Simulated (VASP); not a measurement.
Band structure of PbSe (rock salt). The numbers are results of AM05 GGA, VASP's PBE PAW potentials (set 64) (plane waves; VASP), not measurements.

Unless said otherwise, spin-orbit coupling is left out, though it shifts the bands of the heavy elements here.

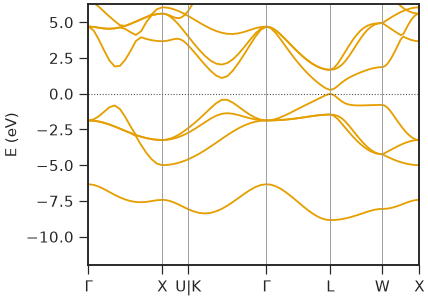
Figure. Bands along high-symmetry lines, zero at the valence-band maximum or, without a gap, the Fermi level

Read the plot: is there a gap, and where are the band edges?

The gap is direct, 0.27 eV, from the valence maximum at L to the conduction minimum at L. (Edges off the drawn lines would not show.)

The compound is PbSe in the rock salt structure. The cell was not relaxed at this level.
